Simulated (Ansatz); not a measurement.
# BHO (singlet): one geometry, many settings

What do other methods and options give for BHO (singlet) at this geometry, and how long do they take?

The runs use Ansatz 0.2.0, Gaussian basis; the settings change from run to run.

5 further runs of the same task are left out: 5 set aside as unsound or not needed.

## (1) What is computed

The geometry is a PBE0/def2-TZVP stationary point (not a proven minimum).

3 atoms, charge 0, spin multiplicity 1.

Atoms are counted from 1 here; the program's logs count them from 0.

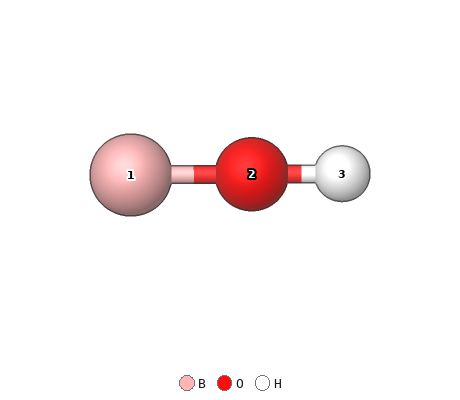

The geometry (boron pink, oxygen red, hydrogen white); atoms are numbered from 1 in the order of the file.

## (2) CCSDT(Q)/B on RHF/6-31G

Contents of in.yaml:

```yaml
crystal:
  periodic: [false, false, false]
  atoms:
    - {symbol: B, position_ang: [0.000000, 0.000000, 1.165459]}
    - {symbol: O, position_ang: [0.000000, 0.000000, -0.106612]}
    - {symbol: H, position_ang: [0.000000, 0.000000, -1.058847]}
basis:
  gaussian: {orbitals: 6-31G}
magnetization: {spin_polarized: false}
correlation: {method: ccsdt_q_b, electrons: outside_noble_gas}
```

Launch:

```console
ansatz run in.yaml --threads 1 --pin off --events-out ev --progress --plain --max-ram 2393MiB
```

The log of the run, cut to the lines that bear on the results:

```text
Functional definition: HF
  name "HF"
  cite "Fock, Z. Phys. 61, 126 (1930) doi:10.1007/BF01340294"
  parent pbe
[...]
386 factors; integrals over basis functions are off by at most 1.1e-7 eV
[...]
mean field -2722.60550361 eV, -100.0539068092 hartree, gradient 1.8e-6 eV, S^2 0.000000; 0 other end points of the search recorded, 0 dependent functions left out
2 core orbitals not correlated: weight in the atoms' cores, before any rotation towards them, 1.000 or more for the frozen orbitals, at most 0.000 for the correlated occupied ones
reference -2722.60550361 eV, -100.0539068092 hartree; 5, 5 occupied and 13, 13 virtual orbitals, 386 factors
second order -4.42880267 eV of doubles, -0.00000000 eV of singles
cycle   1  -4.51236228 eV  change   -8.4e-2 eV  update   8.9e-2
[...]
cycle  13  -4.95611865 eV  change    1.2e-6 eV  update   3.8e-7
perturbative correction -0.01506655 eV, -0.0005536855 hartree
Total energy: -2727.57668881 eV, -100.2365944958 hartree
```

Wall time 0.82 s (1 thread of AMD EPYC 7B13, shared host).

From the report: correlation -4.9712 eV; T1 0.018; largest double amplitude 0.13.

## (3) HF/STO-3G

in.yaml: that of step 2 with these lines changed.

```diff
@@ -7,4 +7,5 @@
 basis:
-  gaussian: {orbitals: 6-31G}
-magnetization: {spin_polarized: false}
-correlation: {method: ccsdt_q_b, electrons: outside_noble_gas}
+  gaussian: {orbitals: STO-3G}
+magnetization: {spin_polarized: true, initial_magnetization: 0}
+hamiltonian: {xc: hf}
+output: {forces: true, orbitals: {seedname: orbitals}}
```

The command is unchanged.

The log of the run, cut to the lines that bear on the results:

```text
Functional definition: HF
  name "HF"
  cite "Fock, Z. Phys. 61, 126 (1930) doi:10.1007/BF01340294"
  parent pbe
[...]
145 factors; integrals over basis functions are off by at most 8.2e-5 eV
[...]
mean field -2685.98346126 eV, -98.7080715765 hartree, gradient 1.4e-5 eV, S^2 0.000000; 0 other end points of the search recorded, 0 dependent functions left out
[...]
reference -2685.98346126 eV, -98.7080715765 hartree; 7, 7 occupied and 4, 4 virtual orbitals, 145 factors
Total energy: -2685.98346126 eV, -98.7080715765 hartree
Atom 0 at     0.000000     0.000000     1.165459 Å, force     0.000000    -0.000000    -1.862557 eV/Å
Atom 1 at     0.000000     0.000000    -0.106612 Å, force    -0.000000     0.000000     2.609130 eV/Å
Atom 2 at     0.000000     0.000000    -1.058847 Å, force     0.000000    -0.000000    -0.746573 eV/Å
Dipole moment:     0.000000    -0.000000    -0.676560 e Å
```

Wall time 0.09 s (1 thread of AMD EPYC 7B13, shared host).

From the report: ⟨S²⟩ of the determinant 0.000 (pure singlet: 0.00).

## (4) CCSD(T) on UHF/cc-pVDZ

in.yaml: that of step 3 with these lines changed.

```diff
@@ -7,5 +7,6 @@
 basis:
-  gaussian: {orbitals: STO-3G}
+  gaussian: {orbitals: cc-pVDZ}
 magnetization: {spin_polarized: true, initial_magnetization: 0}
-hamiltonian: {xc: hf}
-output: {forces: true, orbitals: {seedname: orbitals}}
+correlation: {method: ccsd_t, electrons: outside_noble_gas, diis_vectors: 4}
+accuracy: high
+scf: {lower_state_search: off}
```

Same command.

The log of the run, cut to the lines that bear on the results:

```text
Functional definition: HF
  name "HF"
  cite "Fock, Z. Phys. 61, 126 (1930) doi:10.1007/BF01340294"
  parent pbe
[...]
615 factors; integrals over basis functions are off by at most 2.8e-9 eV
[...]
mean field -2723.86585634 eV, -100.1002239179 hartree, gradient 1.4e-8 eV, S^2 0.000000; 0 other end points of the search recorded, 0 dependent functions left out
2 core orbitals not correlated: weight in the atoms' cores, before any rotation towards them, 1.000 or more for the frozen orbitals, at most 0.000 for the correlated occupied ones
reference -2723.86585634 eV, -100.1002239179 hartree; 5, 5 occupied and 26, 26 virtual orbitals, 615 factors
second order -6.80927512 eV of doubles, -0.00000000 eV of singles
cycle   1  -6.99398961 eV  change   -1.8e-1 eV  update   8.0e-2
[...]
cycle  21  -7.30659909 eV  change   5.6e-10 eV  update  6.9e-10
perturbative correction -0.19791362 eV, -0.0072731913 hartree
Total energy: -2731.37036905 eV, -100.3760096733 hartree
Checks for a lower state left out: stability, starts, cluster_reference, orbital_swaps, neighbouring_geometries, increment
```

It took 0.99 s on 1 thread of AMD EPYC 7B13, shared host.

From the report: ⟨S²⟩ of the determinant 0.000 (pure singlet: 0.00); correlation -7.5045 eV; T1 0.017; largest double amplitude 0.10.

## (5) CISD/def2-SVPD

Contents of in.yaml:

```yaml
crystal:
  periodic: [false, false, false]
  atoms:
    - {symbol: B, position_ang: [0.000000, 0.000000, 1.165459]}
    - {symbol: O, position_ang: [0.000000, 0.000000, -0.106612]}
    - {symbol: H, position_ang: [0.000000, 0.000000, -1.058847]}
basis:
  gaussian: {orbitals: def2-SVPD}
correlation: {active_space: {ras: {orbitals: [5, 0, 44], electrons: 10, max_holes: 2, max_particles: 2}, fixed_orbitals: true}}
accuracy: high
scf: {lower_state_search: off}
```

Launched as before.

The log of the run:

```text
Functional definition: HF
  name "HF"
  cite "Fock, Z. Phys. 61, 126 (1930) doi:10.1007/BF01340294"
  parent pbe
  exchange = exact_x
  correlation = 0
these checks for a lower state are left out or cut short: stability, starts, cluster_reference, orbital_swaps, neighbouring_geometries, increment
901 factors; integrals over basis functions are off by at most 3.5e-9 eV
mean field evaluation 1: about -2720.1064 eV, gradient 3.0e1 eV
mean field evaluation 2: about -2720.1086 eV, gradient 3.0e1 eV
mean field evaluation 4: about -2721.7320 eV, gradient 2.1e0 eV
mean field evaluation 8: about -2721.7517 eV, gradient 1.1e-4 eV
mean field -2721.75170947 eV, -100.0225304534 hartree, gradient 8.8e-9 eV, S^2 0.000000; 0 other end points of the search recorded, 0 dependent functions left out
reference -2721.75170947 eV, -100.0225304534 hartree; 7, 7 occupied and 44, 44 virtual orbitals, 901 factors
state -2728.75845460 eV, -100.2800235878 hartree
Total energy: -2728.75845460 eV, -100.2800235878 hartree
Checks for a lower state left out: stability, starts, cluster_reference, orbital_swaps, neighbouring_geometries, increment
```

Run time: 1.3 s. Hardware: 1 thread of AMD EPYC 7B13, shared host.

From the report: 18,373 determinants.

## (6) BCCD(T) on UHF/6-31G

Contents of in.yaml:

```yaml
crystal:
  periodic: [false, false, false]
  atoms:
    - {symbol: B, position_ang: [0.000000, 0.000000, 1.165459]}
    - {symbol: O, position_ang: [0.000000, 0.000000, -0.106612]}
    - {symbol: H, position_ang: [0.000000, 0.000000, -1.058847]}
basis:
  gaussian: {orbitals: 6-31G}
magnetization: {spin_polarized: true, initial_magnetization: 0}
hamiltonian: {pseudopotentials: {relativity: scalar}}
correlation: {method: bccd_t, electrons: valence}
output: {forces: true}
```

The command is unchanged.

The log of the run, cut to the lines that bear on the results:

```text
Functional definition: HF
  name "HF"
  cite "Fock, Z. Phys. 61, 126 (1930) doi:10.1007/BF01340294"
  parent pbe
[...]
233 factors; integrals over basis functions are off by at most 2.6e-4 eV
[...]
mean field -2724.11133664 eV, -100.1092451524 hartree, gradient 1.7e-6 eV, S^2 0.000000; 2 other end points of the search recorded, 0 dependent functions left out
2 core orbitals not correlated: weight in the atoms' cores, before any rotation towards them, 1.000 or more for the frozen orbitals, at most 0.000 for the correlated occupied ones
reference -2724.11133664 eV, -100.1092451524 hartree; 5, 5 occupied and 13, 13 virtual orbitals, 233 factors
second order -4.42976209 eV of doubles, -0.00000000 eV of singles
cycle   1  -4.51148515 eV  change   -8.2e-2 eV  update   8.4e-2
[...]
cycle  12  -4.80887187 eV  change    2.5e-7 eV  update   2.4e-7
perturbative correction -0.14451929 eV, -0.0053109859 hartree
[...]
Total energy: -2729.06472779 eV, -100.2912789199 hartree
Relativity: scalar
Atom 0 at     0.000000     0.000000     1.165459 Å, force    -0.000000    -0.000000     2.661745 eV/Å
Atom 1 at     0.000000     0.000000    -0.106612 Å, force    -0.000000    -0.000000    -2.244351 eV/Å
Atom 2 at     0.000000     0.000000    -1.058847 Å, force    -0.000000    -0.000000    -0.417394 eV/Å
Dipole moment:     0.000000    -0.000000    -0.757754 e Å
```

Run time: 0.63 s. Hardware: 1 thread of AMD EPYC 7B13, shared host.

From the report: ⟨S²⟩ of the determinant 0.000 (pure singlet: 0.00); correlation -4.9534 eV; largest double amplitude 0.12.

## (7) CCSD/6-31G

in.yaml: that of step 6 with these lines changed.

```diff
@@ -9,4 +9,4 @@
 magnetization: {spin_polarized: true, initial_magnetization: 0}
-hamiltonian: {pseudopotentials: {relativity: scalar}}
-correlation: {method: bccd_t, electrons: valence}
-output: {forces: true}
+hamiltonian: {xc: {name: PBE0}, pseudopotentials: {relativity: scalar}}
+correlation: {method: ccsd, electrons: outside_noble_gas}
+scf: {lower_state_search: off}
```

The command is unchanged.

The log of the run, cut to the lines that bear on the results:

```text
Functional definition: PBE0
  name "PBE0"
  cite "Adamo & Barone, J. Chem. Phys. 110, 6158 (1999) doi:10.1063/1.478522"
  cite "Perdew, Burke & Ernzerhof, Phys. Rev. Lett. 77, 3865 (1996) doi:10.1103/PhysRevLett.77.3865"
  parent pbe
[...]
233 factors; integrals over basis functions are off by at most 2.6e-4 eV
[...]
mean field -2735.46943059 eV, -100.5266474062 hartree, gradient 1.0e-6 eV, S^2 0.000000; 0 other end points of the search recorded, 0 dependent functions left out
2 core orbitals not correlated: weight in the atoms' cores, before any rotation towards them, 1.000 or more for the frozen orbitals, at most 0.000 for the correlated occupied ones
reference -2723.89444051 eV, -100.1012743667 hartree; 5, 5 occupied and 13, 13 virtual orbitals, 233 factors
second order -4.70982944 eV of doubles, -0.15033495 eV of singles
cycle   1  -4.68622548 eV  change    1.7e-1 eV  update   8.8e-2
[...]
cycle   9  -5.00295406 eV  change    6.4e-7 eV  update   8.0e-6
Total energy: -2728.89739457 eV, -100.2851295373 hartree
Relativity: scalar
Checks for a lower state left out: stability, starts, cluster_reference, orbital_swaps, neighbouring_geometries, increment
```

Wall time 0.39 s (1 thread of AMD EPYC 7B13, shared host).

From the report: ⟨S²⟩ of the determinant 0.000 (pure singlet: 0.00); correlation -5.0030 eV; T1 0.008; largest double amplitude 0.12. The orbitals are Kohn-Sham ones, so correlation energy and T1 don't compare with those on Hartree-Fock orbitals.

## (8) NEVPT2(8,5)/6-31G

Contents of in.yaml:

```yaml
crystal:
  periodic: [false, false, false]
  atoms:
    - {symbol: B, position_ang: [0.000000, 0.000000, 1.165459]}
    - {symbol: O, position_ang: [0.000000, 0.000000, -0.106612]}
    - {symbol: H, position_ang: [0.000000, 0.000000, -1.058847]}
basis:
  gaussian: {orbitals: 6-31G}
correlation: {method: sc_nevpt2, electrons: outside_noble_gas, active_space: {window: {electrons: 8, orbitals: 5}}}
```

The command is unchanged.

The log of the run:

```text
Functional definition: HF
  name "HF"
  cite "Fock, Z. Phys. 61, 126 (1930) doi:10.1007/BF01340294"
  parent pbe
  exchange = exact_x
  correlation = 0
233 factors; integrals over basis functions are off by at most 2.6e-4 eV
mean field evaluation 1: about -2721.3504 eV, gradient 2.6e1 eV
mean field evaluation 2: about -2721.3524 eV, gradient 2.6e1 eV
mean field evaluation 4: about -2722.5946 eV, gradient 1.5e0 eV
mean field evaluation 8: about -2722.6055 eV, gradient 4.5e-4 eV
mean field -2722.60547316 eV, -100.0539056904 hartree, gradient 1.8e-6 eV, S^2 0.000000; 0 other end points of the search recorded, 0 dependent functions left out
reference -2722.60547316 eV, -100.0539056904 hartree; 7, 7 occupied and 13, 13 virtual orbitals, 233 factors
state -2723.03421187 eV, -100.0696615474 hartree
state -2723.03421187 eV, -100.0696615474 hartree; corrected -2726.87005901 eV, -100.2106263297 hartree
WARN: 2 active orbitals are nearly empty or full. The corrections depend on them more than the energy does, and are more stable in an active space without them
Total energy: -2726.87005901 eV, -100.2106263297 hartree
```

It took 0.27 s on 1 thread of AMD EPYC 7B13, shared host.

From the report: 13 determinants; active occupations 2.00, 2.00, 2.00, 1.95, 0.05. The report marks this result as in doubt.

## (9) CCSDTQ/STO-3G

Contents of in.yaml:

```yaml
crystal:
  periodic: [false, false, false]
  atoms:
    - {symbol: B, position_ang: [0.000000, 0.000000, 1.165459]}
    - {symbol: O, position_ang: [0.000000, 0.000000, -0.106612]}
    - {symbol: H, position_ang: [0.000000, 0.000000, -1.058847]}
basis:
  gaussian: {orbitals: STO-3G}
magnetization: {spin_polarized: false}
hamiltonian: {xc: {name: PBE0}}
correlation: {method: ccsdtq, electrons: all}
```

Launched as before.

The log of the run, cut to the lines that bear on the results:

```text
Functional definition: PBE0
  name "PBE0"
  cite "Adamo & Barone, J. Chem. Phys. 110, 6158 (1999) doi:10.1063/1.478522"
  cite "Perdew, Burke & Ernzerhof, Phys. Rev. Lett. 77, 3865 (1996) doi:10.1103/PhysRevLett.77.3865"
  parent pbe
[...]
167 factors; integrals over basis functions are off by at most 4.2e-8 eV
[...]
mean field -2696.84318316 eV, -99.1071589951 hartree, gradient 4.4e-7 eV, S^2 0.000000; 0 other end points of the search recorded, 0 dependent functions left out
reference -2685.78179537 eV, -98.7006604916 hartree; 7, 7 occupied and 4, 4 virtual orbitals, 167 factors
second order -2.48480156 eV of doubles, -0.17828354 eV of singles
cycle   1  -2.51362890 eV  change    1.3e-1 eV  update   1.1e-1
[...]
cycle  14  -3.06069560 eV  change   -5.1e-7 eV  update   3.0e-7
Total energy: -2688.84249098 eV, -98.8131389805 hartree
```

Run time: 3.7 s. Hardware: 1 thread of AMD EPYC 7B13, shared host.

From the report: correlation -3.0607 eV; T1 0.004; largest double amplitude 0.13. The orbitals are Kohn-Sham ones, so correlation energy and T1 don't compare with those on Hartree-Fock orbitals.

## (10) CCSDT on UHF/6-31G

Contents of in.yaml:

```yaml
crystal:
  periodic: [false, false, false]
  atoms:
    - {symbol: B, position_ang: [0.000000, 0.000000, 1.165459]}
    - {symbol: O, position_ang: [0.000000, 0.000000, -0.106612]}
    - {symbol: H, position_ang: [0.000000, 0.000000, -1.058847]}
basis:
  gaussian: {orbitals: 6-31G}
magnetization: {spin_polarized: true, initial_magnetization: 0}
correlation: {method: ccsdt, electrons: outside_noble_gas}
output: {forces: true}
```

The command is unchanged.

The log of the run, cut to the lines that bear on the results:

```text
Functional definition: HF
  name "HF"
  cite "Fock, Z. Phys. 61, 126 (1930) doi:10.1007/BF01340294"
  parent pbe
[...]
386 factors; integrals over basis functions are off by at most 1.1e-7 eV
[...]
mean field -2722.60550361 eV, -100.0539068092 hartree, gradient 1.7e-6 eV, S^2 0.000000; 2 other end points of the search recorded, 0 dependent functions left out
2 core orbitals not correlated: weight in the atoms' cores, before any rotation towards them, 1.000 or more for the frozen orbitals, at most 0.000 for the correlated occupied ones
reference -2722.60550361 eV, -100.0539068092 hartree; 5, 5 occupied and 13, 13 virtual orbitals, 386 factors
second order -4.42880266 eV of doubles, -0.00000000 eV of singles
cycle   1  -4.51236170 eV  change   -8.4e-2 eV  update   8.9e-2
[...]
cycle  13  -4.95611750 eV  change    8.1e-7 eV  update   3.8e-7
[...]
Total energy: -2727.56162110 eV, -100.2360407678 hartree
Atom 0 at     0.000000     0.000000     1.165459 Å, force     0.000000     0.000000     2.677811 eV/Å
Atom 1 at     0.000000     0.000000    -0.106612 Å, force    -0.000000     0.000000    -2.254457 eV/Å
Atom 2 at     0.000000     0.000000    -1.058847 Å, force     0.000000    -0.000000    -0.423354 eV/Å
Dipole moment:     0.000000     0.000000    -0.759031 e Å
```

It took 3.8 s on 1 thread of AMD EPYC 7B13, shared host.

From the report: ⟨S²⟩ of the determinant 0.000 (pure singlet: 0.00); correlation -4.9561 eV; T1 0.018; largest double amplitude 0.13.

## (11) The runs in one table

Where basis and cores are those of an earlier FCI/6-31G run (-2727.5776 eV), and the state is the same kind, the miss against it is given. † marks a result that the program doubts.

```
                                        level         correlated  functions  energy (eV)  from FCI (meV)    time
                      CCSDT(Q)/B on RHF/6-31G  outside noble gas         20   -2727.5767             0.9  0.82 s
                                    HF/STO-3G                            11   -2685.9835                  0.09 s
                       CCSD(T) on UHF/cc-pVDZ  outside noble gas         33   -2731.3704                  0.99 s
                               CISD/def2-SVPD  outside noble gas         51   -2728.7585                   1.3 s
        BCCD(T) on UHF/6-31G (relativity set)            valence         20   -2729.0647                  0.63 s
CCSD/6-31G (on PBE0 orbitals, relativity set)  outside noble gas         20   -2728.8974                  0.39 s
                          NEVPT2(8,5)/6-31G †  outside noble gas         20   -2726.8701           707.5  0.27 s
             CCSDTQ/STO-3G (on PBE0 orbitals)                all         11   -2688.8425                   3.7 s
                           CCSDT on UHF/6-31G  outside noble gas         20   -2727.5616            15.9   3.8 s
```

## (12) Outcome

| quantity | value |
| --- | --- |
| runs | 9 |
| quickest | HF/STO-3G, 0.09 s |
| slowest | CCSDT on UHF/6-31G, 3.8 s |

Total energies in different bases, with other cores or another treatment of relativity can't be set against each other. CCSDT on UHF/6-31G took 42 times as long as HF/STO-3G; the jobs differ in more than the method. Among the correlated runs with a miss given, it spans +1 to +708 meV.
